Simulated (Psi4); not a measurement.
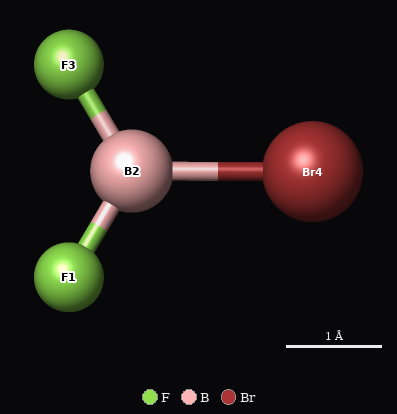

**Figure 1.** The structure as given in the input (ball-and-stick view, seen on its broad side; atoms are numbered from 1 in the order of the input).

BBrF₂: single-point calculation

- system: BBrF₂, SMILES FB(F)Br
- method: MP2/def2-QZVPPD, RHF (Psi4 1.11)

The geometry comes from this level: PBE0-D4/def2-TZVP.

Log:
```
Psi4 1.11 release

   => Loading Basis Set <=

    Name: DEF2-QZVPPD
    Role: ORBITAL
    Keyword: BASIS

         ---------------------------------------------------------
                                   SCF
                              RHF Reference
                        1 Threads,   1525 MiB Core
         ---------------------------------------------------------

  ==> Geometry <==

    Molecular point group: c1
    Full point group: C1

    Geometry (in Angstrom), charge = 0, multiplicity = 1:

       Center              X                  Y                   Z               Mass
    ------------   -----------------  -----------------  -----------------  -----------------
         F           -0.952476641687    -1.731202798286    -0.240987565852    18.998403162730
         B           -0.864766641687    -0.428042798286    -0.153887565852    11.009305360000
         F           -1.949246641687     0.294917201714    -0.275367565852    18.998403162730
         BR           0.819183358313     0.405477201714     0.145772434148    78.918337600000

  Running in c1 symmetry.

  Rotational constants: A =      0.34798  B =      0.09353  C =      0.07372 [cm^-1]
  Rotational constants: A =  10432.03148  B =   2804.01604  C =   2209.99385 [MHz]
  Nuclear repulsion =  222.994940053662901

  Charge       = 0
  Multiplicity = 1
  Electrons    = 58
  Nalpha       = 29
  Nbeta        = 29

  ==> Algorithm <==

  SCF Algorithm Type is DF.
  DIIS enabled.
  MOM disabled.
  Fractional occupation disabled.
  Guess Type is SAD.
  Energy threshold   = 1.00e-08
  Density threshold  = 1.00e-08
  Integral threshold = 1.00e-12

  ==> Primary Basis <==

  Basis Set: DEF2-QZVPPD
    Blend: DEF2-QZVPPD
    Number of shells: 89
    Number of basis functions: 293
    Number of Cartesian functions: 364
    Spherical Harmonics?: true
    Max angular momentum: 4

   => Loading Basis Set <=

    Name: (DEF2-QZVPPD AUX)
    Role: JKFIT
    Keyword: DF_BASIS_SCF

  ==> Integral Setup <==

  DFHelper Memory: AOs need 0.320 GiB; user supplied 1.118 GiB.
  SCF_SUBTYPE=INCORE selected. In-core MEM_DF algorithm will be used.
  Using in-core AOs.

  ==> MemDFJK: Density-Fitted J/K Matrices <==

    J tasked:                   Yes
    K tasked:                   Yes
    wK tasked:                   No
    Memory [MiB]:              1144
    Algorithm:                 Core
    Schwarz Cutoff:           1E-12
    Mask sparsity (%):       6.3088
    Fitting Condition:        1E-10

   => Auxiliary Basis Set <=

  Basis Set: (DEF2-QZVPPD AUX)
    Blend: DEF2-UNIVERSAL-JKFIT
    Number of shells: 135
    Number of basis functions: 495
    Number of Cartesian functions: 646
    Spherical Harmonics?: true
    Max angular momentum: 5

  Minimum eigenvalue in the overlap matrix is 5.2228270310E-05.
  Reciprocal condition number of the overlap matrix is 5.9014549045E-06.
    Using symmetric orthogonalization.

  ==> Pre-Iterations <==

  SCF Guess: Superposition of Atomic Densities via on-the-fly atomic UHF (no occupation information).

   -------------------------
    Irrep   Nso     Nmo
   -------------------------
     A        293     293
   -------------------------
    Total     293     293
   -------------------------

  ==> Iterations <==

                           Total Energy        Delta E     RMS |[F,P]|

   @DF-RHF iter SAD: -2793.81481977923841   -2.79381e+03   0.00000e+00
   @DF-RHF iter   1: -2795.97593647261829   -2.16112e+00   5.99411e-03 DIIS/ADIIS
   @DF-RHF iter   2: -2796.17773278782397   -2.01796e-01   3.94649e-03 DIIS/ADIIS
   @DF-RHF iter   3: -2796.30139835311411   -1.23666e-01   1.05155e-04 DIIS/ADIIS
   @DF-RHF iter   4: -2796.30194305558280   -5.44702e-04   3.88318e-05 DIIS
   @DF-RHF iter   5: -2796.30203324771173   -9.01921e-05   1.36487e-05 DIIS
   @DF-RHF iter   6: -2796.30205306898415   -1.98213e-05   3.90745e-06 DIIS
   @DF-RHF iter   7: -2796.30205464503342   -1.57605e-06   1.01219e-06 DIIS
   @DF-RHF iter   8: -2796.30205475161301   -1.06580e-07   4.05959e-07 DIIS
   @DF-RHF iter   9: -2796.30205476321089   -1.15979e-08   1.09964e-07 DIIS
   @DF-RHF iter  10: -2796.30205476445190   -1.24101e-09   2.25668e-08 DIIS
   @DF-RHF iter  11: -2796.30205476449964   -4.77485e-11   5.06768e-09 DIIS
  Energy and wave function converged.

  ==> Post-Iterations <==

    Orbital Energies [Eh]
    ---------------------

    Doubly Occupied:

       1A   -490.044880     2A    -65.185841     3A    -58.540851
       4A    -58.540261     5A    -58.540071     6A    -26.340481
       7A    -26.340464     8A     -9.859120     9A     -7.780260
      10A     -7.469247    11A     -7.465557    12A     -7.464714
      13A     -3.212354    14A     -3.210323    15A     -3.209174
      16A     -3.204486    17A     -3.204433    18A     -1.676166
      19A     -1.645384    20A     -1.054410    21A     -0.846041
      22A     -0.795054    23A     -0.750039    24A     -0.744685
      25A     -0.688045    26A     -0.682124    27A     -0.550243
      28A     -0.456866    29A     -0.448510

    Virtual:

      30A      0.032866    31A      0.055629    32A      0.056322
      33A      0.057490    34A      0.096811    35A      0.098713
      36A      0.106298    37A      0.115167    38A      0.136192
      39A      0.138099    40A      0.144966    41A      0.167304
      42A      0.180288    43A      0.200364    44A      0.200384
      45A      0.202779    46A      0.206645    47A      0.211298
      48A      0.225516    49A      0.226186    50A      0.261380
      51A      0.276891    52A      0.278173    53A      0.294119
      54A      0.311884    55A      0.320331    56A      0.329058
      57A      0.337876    58A      0.416337    59A      0.459088
      60A      0.459769    61A      0.491092    62A      0.515482
      63A      0.524765    64A      0.528929    65A      0.532783
      66A      0.541568    67A      0.564964    68A      0.586434
      69A      0.590572    70A      0.596080    71A      0.620344
      72A      0.639335    73A      0.639903    74A      0.676084
      75A      0.676421    76A      0.681776    77A      0.707906
      78A      0.708444    79A      0.750786    80A      0.766793
      81A      0.788177    82A      0.814070    83A      0.846791
      84A      0.869615    85A      0.870013    86A      0.895034
      87A      0.918983    88A      0.929800    89A      0.935232
      90A      1.009878    91A      1.013037    92A      1.075785
      93A      1.099713    94A      1.209686    95A      1.246868
      96A      1.264392    97A      1.280341    98A      1.290376
      99A      1.319429   100A      1.376983   101A      1.384017
     102A      1.399810   103A      1.420594   104A      1.427095
     105A      1.487177   106A      1.518915   107A      1.538954
     108A      1.561321   109A      1.595458   110A      1.625845
     111A      1.666460   112A      1.668387   113A      1.780573
     114A      1.847112   115A      1.875293   116A      1.907157
     117A      1.923072   118A      1.949440   119A      1.962258
     120A      1.963337   121A      2.019589   122A      2.048060
     123A      2.066431   124A      2.066826   125A      2.110783
     126A      2.113529   127A      2.160149   128A      2.183476
     129A      2.204252   130A      2.222985   131A      2.238699
     132A      2.252440   133A      2.345175   134A      2.424607
     135A      2.574716   136A      2.600025   137A      2.658944
     138A      2.776061   139A      2.833933   140A      2.934271
     141A      2.946374   142A      2.951189   143A      2.979725
     144A      2.990380   145A      2.995921   146A      3.003470
     147A      3.006984   148A      3.057410   149A      3.093476
     150A      3.144793   151A      3.148617   152A      3.193091
     153A      3.263339   154A      3.332631   155A      3.430312
     156A      3.525391   157A      3.549811   158A      3.684378
     159A      3.710154   160A      3.749149   161A      3.755488
     162A      3.835525   163A      3.877604   164A      3.898254
     165A      3.912677   166A      3.951676   167A      4.016649
     168A      4.024241   169A      4.147942   170A      4.199895
     171A      4.224302   172A      4.226735   173A      4.334326
     174A      4.417100   175A      4.452736   176A      4.468493
     177A      4.513735   178A      4.550952   179A      4.601980
     180A      4.654181   181A      4.660817   182A      4.679197
     183A      4.774226   184A      4.809653   185A      4.865006
     186A      5.013041   187A      5.081201   188A      5.165381
     189A      5.195329   190A      5.397848   191A      5.432705
     192A      5.594016   193A      5.624046   194A      5.667573
     195A      5.689527   196A      5.747877   197A      5.765138
     198A      5.838182   199A      5.859537   200A      5.870150
     201A      5.920052   202A      5.931875   203A      5.979479
     204A      5.998576   205A      6.069528   206A      6.201324
     207A      6.438230   208A      6.488009   209A      6.583252
     210A      6.588778   211A      6.675750   212A      6.794671
     213A      6.859464   214A      7.023924   215A      7.043985
     216A      7.131312   217A      7.163161   218A      7.467664
     219A      7.508260   220A      8.471696   221A      8.857443
     222A      9.132288   223A      9.991358   224A      9.999391
     225A     10.041797   226A     10.069881   227A     10.108125
     228A     10.176814   229A     10.303967   230A     11.954441
     231A     11.957372   232A     11.960292   233A     11.961710
     234A     11.987725   235A     11.996934   236A     12.039758
     237A     12.075916   238A     12.129672   239A     12.211108
     240A     12.231895   241A     12.320898   242A     12.345602
     243A     12.408006   244A     12.420901   245A     12.462058
     246A     12.656371   247A     12.825886   248A     14.535156
     249A     14.663834   250A     15.052428   251A     15.269348
     252A     15.308682   253A     15.310949   254A     15.332973
     255A     15.551213   256A     15.598090   257A     15.737258
     258A     15.739743   259A     15.779870   260A     15.890131
     261A     16.117693   262A     16.165181   263A     16.242749
     264A     16.268872   265A     16.709221   266A     16.788331
     267A     16.801670   268A     16.847422   269A     16.864802
     270A     16.931112   271A     16.965076   272A     16.976082
     273A     17.193447   274A     17.230011   275A     17.497053
     276A     17.596175   277A     20.533963   278A     30.316911
     279A     35.552663   280A     35.556535   281A     35.578349
     282A     35.590099   283A     35.610037   284A     35.642389
     285A     35.693561   286A     56.132534   287A     56.269514
     288A     96.811980   289A    104.542334   290A    289.524419
     291A    289.698349   292A    325.325055   293A   1828.390546

    Final Occupation by Irrep:
              A
    DOCC [    29 ]
    NA   [    29 ]
    NB   [    29 ]

  @DF-RHF Final Energy: -2796.30205476449964

   => Energetics <=

    Nuclear Repulsion Energy =            222.9949400536629014
    One-Electron Energy =               -4338.6938192815005095
    Two-Electron Energy =                1319.3968244633381346
    Total Energy =                      -2796.3020547645000988

Computation Completed

Properties will be evaluated at   0.000000,   0.000000,   0.000000 [a0]

Properties computed using the SCF density matrix

 Multipole Moments:

 ------------------------------------------------------------------------------------
     Multipole            Electronic (a.u.)      Nuclear  (a.u.)        Total (a.u.)
 ------------------------------------------------------------------------------------

 L = 1.  Multiply by 2.5417464519 to convert [e a0] to [Debye]
 Dipole X            :          3.4435657           -3.3408945            0.1026713
 Dipole Y            :          1.7044711           -1.6536659            0.0508052
 Dipole Z            :          0.6127689           -0.5945056            0.0182633
 Magnitude           :                                                    0.1160004

 ------------------------------------------------------------------------------------

	total time  =         10 seconds =       0.17 minutes

  //>>>>>>>>>>>>>>>>>>>>>>>>>>>>>>>>>>>//
  //               DFMP2               //
  //<<<<<<<<<<<<<<<<<<<<<<<<<<<<<<<<<<<//

   => Loading Basis Set <=

    Name: (DEF2-QZVPPD AUX)
    Role: RIFIT
    Keyword: DF_BASIS_MP2

	 --------------------------------------------------------
	                          DF-MP2
	      2nd-Order Density-Fitted Moller-Plesset Theory
	              RMP2 Wavefunction,   1 Threads

	 --------------------------------------------------------

   => Auxiliary Basis Set <=

  Basis Set: (DEF2-QZVPPD AUX)
    Blend: DEF2-QZVPPD-RI
    Number of shells: 173
    Number of basis functions: 785
    Number of Cartesian functions: 1096
    Spherical Harmonics?: true
    Max angular momentum: 6

	 --------------------------------------------------------
	                 NBF =   293, NAUX =   785
	 --------------------------------------------------------
	   CLASS    FOCC     OCC    AOCC    AVIR     VIR    FVIR
	   PAIRS      12      29      17     264     264       0
	 --------------------------------------------------------

	-----------------------------------------------------------
	 ==================> DF-MP2 Energies <====================
	-----------------------------------------------------------
	 Reference Energy          =   -2796.3020547644996441 [Eh]
	 Singles Energy            =      -0.0000000000000000 [Eh]
	 Same-Spin Energy          =      -0.3702436549991613 [Eh]
	 Opposite-Spin Energy      =      -0.8646051478959697 [Eh]
	 Correlation Energy        =      -1.2348488028951310 [Eh]
	 Total Energy              =   -2797.5369035673948019 [Eh]
	-----------------------------------------------------------
	 ================> DF-SCS-MP2 Energies <==================
	-----------------------------------------------------------
	 SCS Same-Spin Scale       =       0.3333333333333333 [-]
	 SCS Opposite-Spin Scale   =       1.2000000000000000 [-]
	 SCS Same-Spin Energy      =      -0.1234145516663871 [Eh]
	 SCS Opposite-Spin Energy  =      -1.0375261774751636 [Eh]
	 SCS Correlation Energy    =      -1.1609407291415508 [Eh]
	 SCS Total Energy          =   -2797.4629954936413014 [Eh]
	-----------------------------------------------------------

	total time  =          3 seconds =       0.05 minutes

  Variable Map:
  ----------------------------------------------------------------------------
  "CURRENT CORRELATION ENERGY"           =>      -1.234848802895
  "CURRENT ENERGY"                       =>   -2797.536903567395
  "CURRENT REFERENCE ENERGY"             =>   -2796.302054764500
  "CUSTOM SCS-MP2 CORRELATION ENERGY"    =>      -1.160940729142
  "CUSTOM SCS-MP2 TOTAL ENERGY"          =>   -2797.462995493641
  "DD SOLVATION ENERGY"                  =>       0.000000000000
  "HF KINETIC ENERGY"                    =>    2796.210806459980
  "HF POTENTIAL ENERGY"                  =>   -5592.512861224481
  "HF TOTAL ENERGY"                      =>   -2796.302054764500
  "HF VIRIAL RATIO"                      =>       2.000032632842
  "MP2 CORRELATION ENERGY"               =>      -1.234848802895
  "MP2 DOUBLES ENERGY"                   =>      -1.234848802895
  "MP2 OPPOSITE-SPIN CORRELATION ENERGY" =>      -0.864605147896
  "MP2 SAME-SPIN CORRELATION ENERGY"     =>      -0.370243654999
  "MP2 SINGLES ENERGY"                   =>      -0.000000000000
  "MP2 TOTAL ENERGY"                     =>   -2797.536903567395
  "NUCLEAR REPULSION ENERGY"             =>     222.994940053663
  "ONE-ELECTRON ENERGY"                  =>   -4338.693819281501
  "PCM POLARIZATION ENERGY"              =>       0.000000000000
  "PE ENERGY"                            =>       0.000000000000
  "SCF ITERATION ENERGY"                 =>   -2796.302054764500
  "SCF ITERATIONS"                       =>      11.000000000000
  "SCF TOTAL ENERGY"                     =>   -2796.302054764500
  "SCS-MP2 CORRELATION ENERGY"           =>      -1.160940729142
  "SCS-MP2 TOTAL ENERGY"                 =>   -2797.462995493641
  "TWO-ELECTRON ENERGY"                  =>    1319.396824463338

  Array Variable Map:
  ----------------------------------------------------------------------------
  "CURRENT DIPOLE"                       =>       0.102671260211 ... 0.018263261219 1 by 3
  "SCF DIPOLE"                           =>       0.102671260211 ... 0.018263261219 1 by 3
  "SCF TOTAL ENERGIES"                   =>   -2793.814819779238 ... -2796.302054764500 1 by 12

    Psi4 run time: 0:00:12.84
```

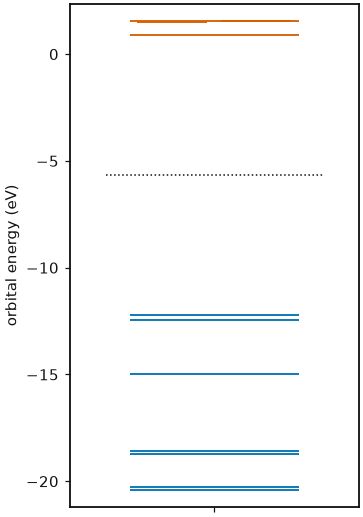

**Figure 2.** Orbital energies near the frontier (SCF reference); the dotted line parts filled from empty levels, and levels within 0.02 eV of each other stand side by side. Highest filled −12.20 eV, lowest empty 0.89 eV, 13.09 eV apart.

This output came from the following input.

Input (bbrf2.inp):
```
memory 1600 MB

molecule {
  0 1
  F     -0.215650    -1.366490    -0.109870
  B     -0.127940    -0.063330    -0.022770
  F     -1.212420     0.659630    -0.144250
  Br     1.556010     0.770190     0.276890
  symmetry c1
}

set globals {
  basis           def2-QZVPPD
  puream          true
  scf_type        df
  num_frozen_docc 12
}

result, w = energy('mp2', return_wfn=True)
print_variables()
```

Launch command:
```bash
psi4 -n 1 bbrf2.inp bbrf2.out
```

Results in brief:

| quantity | value |
| --- | --- |
| outcome | converged |
| total energy | −2797.536904 hartree |
| SCF energy | −2796.302055 hartree |
| MP2 energy | −2797.536904 hartree |
| correlation energy | −1.234849 hartree |
| basis functions | 293 |
| HOMO of the SCF reference | −12.20 eV |
| LUMO of the SCF reference | 0.89 eV |
| hardware | 1 thread of Intel Xeon @ 2.70GHz, 189 GiB of memory available, shared host |
| wall time | 15 s |
| peak memory | 0.81 GiB |
